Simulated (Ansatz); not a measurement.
**CH5AlO: geometry relaxation (part 2 of 2)**

CH5AlO; RKS PBE0-D4/def2-TZVP (Ansatz 0.2.0). 

Geometry of the input (Å):
```
Al -0.2685  0.4461  0.3445
H  0.6408  1.2104  1.4140
C  0.2004  0.2887  -1.5363
O  -1.8803  0.0805  0.7705
H  1.2748  0.1448  -1.6821
H  -0.0811  1.1947  -2.0832
H  -0.3219  -0.5472  -2.0102
H  -2.2177  0.2105  1.6546
```

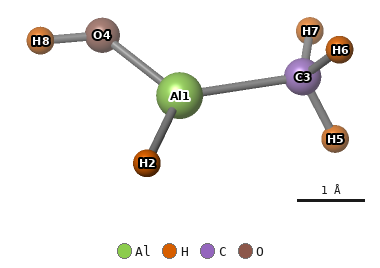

Figure 1. The geometry at step 12 of the log (ball-and-stick view, seen at a tilt; atoms are numbered from 1 in the order of the input).

**Trajectory as extended XYZ, continued**
```
8
Properties=species:S:1:pos:R:3:forces:R:3 step=5 energy=-9758.91336
Al   -0.3109    0.5563    0.3138    0.0087   0.0060   0.0045
H     0.6193    1.2368    1.4087   -0.0061  -0.0008  -0.0032
C     0.1950    0.2950   -1.5416   -0.0079   0.0009   0.0166
O    -1.8586    0.0329    0.7861    0.0045  -0.0007  -0.0072
H     1.2587    0.0621   -1.6431   -0.0036  -0.0027  -0.0075
H     0.0138    1.2081   -2.1192    0.0061  -0.0014  -0.0048
H    -0.3832   -0.5055   -2.0092    0.0029   0.0008  -0.0059
H    -2.1875    0.1429    1.6764   -0.0046  -0.0021   0.0076
8
Properties=species:S:1:pos:R:3:forces:R:3 step=6 energy=-9758.91368
Al   -0.3140    0.5696    0.3124   -0.0091  -0.0126  -0.0320
H     0.6047    1.2814    1.3943    0.0045   0.0103   0.0141
C     0.1926    0.2966   -1.5425    0.0005   0.0124   0.0153
O    -1.8465    0.0105    0.7926    0.0049  -0.0034  -0.0150
H     1.2464    0.0125   -1.6309   -0.0414   0.0038  -0.0176
H     0.0646    1.2213   -2.1182    0.0103  -0.0434   0.0169
H    -0.4194   -0.4753   -2.0173    0.0301   0.0281   0.0019
H    -2.1817    0.1119    1.6814    0.0003   0.0048   0.0163
8
Properties=species:S:1:pos:R:3:forces:R:3 step=7 energy=-9758.91387
Al   -0.3148    0.5717    0.3120   -0.0089  -0.0108  -0.0273
H     0.6002    1.2911    1.3923    0.0047   0.0093   0.0117
C     0.1922    0.2968   -1.5423    0.0016   0.0084   0.0144
O    -1.8440    0.0059    0.7942    0.0006  -0.0051  -0.0108
H     1.2428    0.0021   -1.6302   -0.0270   0.0016  -0.0127
H     0.0755    1.2228   -2.1173    0.0062  -0.0280   0.0123
H    -0.4256   -0.4681   -2.0200    0.0197   0.0192   0.0010
H    -2.1797    0.1062    1.6830    0.0031   0.0054   0.0115
8
Properties=species:S:1:pos:R:3:forces:R:3 step=8 energy=-9758.91429
Al   -0.3188    0.5809    0.3095   -0.0117  -0.0011   0.0050
H     0.5774    1.3419    1.3789   -0.0031   0.0000  -0.0023
C     0.1907    0.2974   -1.5415    0.0264  -0.0004  -0.0410
O    -1.8298   -0.0227    0.8035   -0.0030  -0.0025  -0.0058
H     1.2258   -0.0525   -1.6247   -0.0510   0.0140   0.0016
H     0.1319    1.2337   -2.1101    0.0022  -0.0444   0.0284
H    -0.4601   -0.4306   -2.0340    0.0256   0.0297   0.0145
H    -2.1705    0.0805    1.6903    0.0146   0.0046  -0.0004
8
Properties=species:S:1:pos:R:3:forces:R:3 step=9 energy=-9758.91455
Al   -0.3230    0.5867    0.3069   -0.0095  -0.0019   0.0206
H     0.5641    1.3673    1.3709   -0.0077  -0.0051  -0.0081
C     0.1906    0.2971   -1.5415    0.0150  -0.0005  -0.0445
O    -1.8259   -0.0328    0.8071    0.0047  -0.0049  -0.0029
H     1.2157   -0.0806   -1.6211   -0.0349   0.0127   0.0078
H     0.1616    1.2374   -2.1048    0.0024  -0.0309   0.0186
H    -0.4755   -0.4103   -2.0426    0.0174   0.0218   0.0143
H    -2.1610    0.0638    1.6968    0.0125   0.0088  -0.0059
8
Properties=species:S:1:pos:R:3:forces:R:3 step=10 energy=-9758.91465
Al   -0.3285    0.5919    0.3036   -0.0228  -0.0098   0.0361
H     0.5386    1.4118    1.3554   -0.0141  -0.0079  -0.0145
C     0.1898    0.2977   -1.5425    0.0101   0.0059  -0.0589
O    -1.8096   -0.0695    0.8193    0.0147   0.0269   0.0022
H     1.1964   -0.1293   -1.6144   -0.0426   0.0180   0.0052
H     0.2146    1.2455   -2.0944    0.0028  -0.0509   0.0271
H    -0.5036   -0.3717   -2.0594    0.0304   0.0265   0.0217
H    -2.1509    0.0521    1.7041    0.0215  -0.0087  -0.0190
8
Properties=species:S:1:pos:R:3:forces:R:3 step=11 energy=-9758.91472
Al   -0.3295    0.5911    0.3031   -0.0405   0.0262   0.0145
H     0.5294    1.4239    1.3507   -0.0012  -0.0188  -0.0050
C     0.1899    0.2973   -1.5430    0.0094   0.0013  -0.0394
O    -1.8141   -0.0633    0.8171    0.0214  -0.0002   0.0311
H     1.1913   -0.1414   -1.6115   -0.0306   0.0113  -0.0014
H     0.2284    1.2458   -2.0918    0.0016  -0.0393   0.0241
H    -0.5092   -0.3626   -2.0636    0.0250   0.0178   0.0157
H    -2.1397    0.0377    1.7107    0.0149   0.0018  -0.0395
8
Properties=species:S:1:pos:R:3:forces:R:3 step=12 energy=-9758.91503
Al   -0.3334    0.5971    0.3014   -0.0023  -0.0009  -0.0019
H     0.5274    1.4248    1.3498    0.0000   0.0005   0.0009
C     0.1886    0.2991   -1.5436    0.0002  -0.0005  -0.0005
O    -1.8098   -0.0698    0.8190    0.0026   0.0005   0.0001
H     1.1867   -0.1459   -1.6070   -0.0006  -0.0001   0.0004
H     0.2356    1.2445   -2.0942    0.0010   0.0002  -0.0004
H    -0.5113   -0.3582   -2.0643    0.0000   0.0007   0.0002
H    -2.1373    0.0368    1.7105   -0.0010  -0.0003   0.0013
8
Properties=species:S:1:pos:R:3:forces:R:3 step=13 energy=-9758.91506
Al   -0.3352    0.5992    0.3004   -0.0002  -0.0033  -0.0001
H     0.5223    1.4326    1.3471   -0.0009   0.0010  -0.0004
C     0.1884    0.2995   -1.5439    0.0022   0.0019  -0.0040
O    -1.8075   -0.0748    0.8208    0.0039   0.0024  -0.0023
H     1.1825   -0.1551   -1.6049   -0.0059   0.0020   0.0004
H     0.2462    1.2453   -2.0931    0.0003  -0.0058   0.0022
H    -0.5162   -0.3509   -2.0673    0.0029   0.0028   0.0012
H    -2.1340    0.0326    1.7126   -0.0024  -0.0010   0.0029
8
Properties=species:S:1:pos:R:3:forces:R:3 step=14 energy=-9758.91508
Al   -0.3380    0.6025    0.2989    0.0002  -0.0030   0.0009
H     0.5129    1.4473    1.3420   -0.0017   0.0002  -0.0017
C     0.1878    0.3002   -1.5444    0.0058   0.0036  -0.0079
O    -1.8032   -0.0835    0.8240    0.0068   0.0045  -0.0036
H     1.1744   -0.1718   -1.6013   -0.0126   0.0047  -0.0004
H     0.2655    1.2464   -2.0908   -0.0010  -0.0130   0.0063
H    -0.5249   -0.3372   -2.0729    0.0066   0.0051   0.0028
H    -2.1279    0.0248    1.7163   -0.0042  -0.0021   0.0036
8
Properties=species:S:1:pos:R:3:forces:R:3 step=15 energy=-9758.91509
Al   -0.3384    0.6031    0.2987   -0.0006  -0.0019  -0.0006
H     0.5106    1.4511    1.3408   -0.0009   0.0001  -0.0011
C     0.1877    0.3003   -1.5445    0.0042   0.0022  -0.0043
O    -1.8021   -0.0855    0.8246    0.0060   0.0042  -0.0014
H     1.1722   -0.1759   -1.6006   -0.0080   0.0028  -0.0005
H     0.2701    1.2464   -2.0901   -0.0008  -0.0080   0.0042
H    -0.5269   -0.3337   -2.0741    0.0039   0.0029   0.0017
H    -2.1266    0.0227    1.7170   -0.0038  -0.0024   0.0019
8
Properties=species:S:1:pos:R:3:forces:R:3 step=16 energy=-9758.91510
Al   -0.3392    0.6048    0.2982   -0.0018  -0.0010  -0.0016
H     0.5061    1.4588    1.3382   -0.0001  -0.0001  -0.0001
C     0.1876    0.3006   -1.5445    0.0004  -0.0007   0.0004
O    -1.7998   -0.0891    0.8257    0.0044   0.0035   0.0034
H     1.1676   -0.1842   -1.5994   -0.0004   0.0001  -0.0002
H     0.2794    1.2463   -2.0886    0.0001   0.0003   0.0002
H    -0.5311   -0.3267   -2.0764   -0.0002   0.0001   0.0002
H    -2.1240    0.0180    1.7185   -0.0024  -0.0022  -0.0024
8
Properties=species:S:1:pos:R:3:forces:R:3 step=17 energy=-9758.91510
Al   -0.3399    0.6061    0.2978   -0.0021  -0.0008  -0.0011
H     0.5028    1.4647    1.3362    0.0000  -0.0002   0.0000
C     0.1875    0.3009   -1.5445   -0.0007  -0.0013   0.0007
O    -1.7977   -0.0923    0.8268    0.0033   0.0034   0.0047
H     1.1643   -0.1906   -1.5985    0.0012  -0.0004   0.0000
H     0.2865    1.2464   -2.0874    0.0003   0.0017  -0.0007
H    -0.5344   -0.3214   -2.0780   -0.0007  -0.0003   0.0000
H    -2.1223    0.0147    1.7194   -0.0014  -0.0022  -0.0037
8
Properties=species:S:1:pos:R:3:forces:R:3 step=18 energy=-9758.91511
Al   -0.3404    0.6076    0.2974   -0.0025   0.0000  -0.0001
H     0.4997    1.4704    1.3343    0.0003  -0.0007   0.0000
C     0.1874    0.3010   -1.5445   -0.0003  -0.0003  -0.0012
O    -1.7962   -0.0943    0.8275    0.0036   0.0011   0.0032
H     1.1611   -0.1967   -1.5976   -0.0002   0.0003   0.0001
H     0.2933    1.2464   -2.0865    0.0001  -0.0004   0.0001
H    -0.5377   -0.3164   -2.0794    0.0005   0.0004   0.0004
H    -2.1206    0.0104    1.7204   -0.0015  -0.0004  -0.0026
```

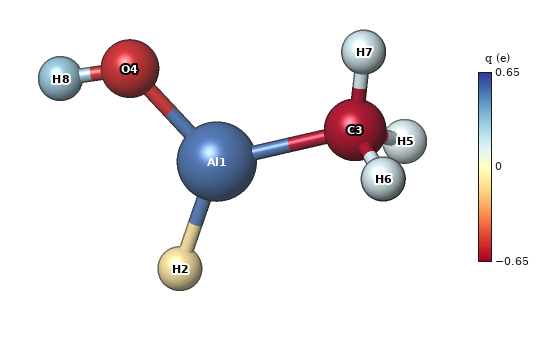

Figure 2. Mulliken charges, as the colour of each atom (ball-and-stick view, seen at a tilt; atoms are numbered from 1 in the order of the input). By element: Al +0.54, H −0.12 to +0.31, C −0.62 and O −0.55 e.

**Summary**

```json
{"quantity": "outcome", "value": "converged"}
{"quantity": "total energy", "value": "−9758.9151 eV"}
{"quantity": "mean-field energy", "value": "−9758.8300 eV"}
{"quantity": "dispersion energy", "value": "−0.0852 eV"}
{"quantity": "SCF solution under orbital rotations", "value": "stable"}
{"quantity": "largest force (length of the vector) at the end", "value": "0.005 eV/Å"}
{"quantity": "dipole moment", "value": "0.63 D"}
{"quantity": "hardware", "value": "4 threads of Intel Xeon @ 2.50GHz, 180 GiB of memory available, shared host"}
{"quantity": "wall time", "value": "46 s (CPU time 2.1 min)"}
{"quantity": "peak memory", "value": "0.49 GiB"}
```
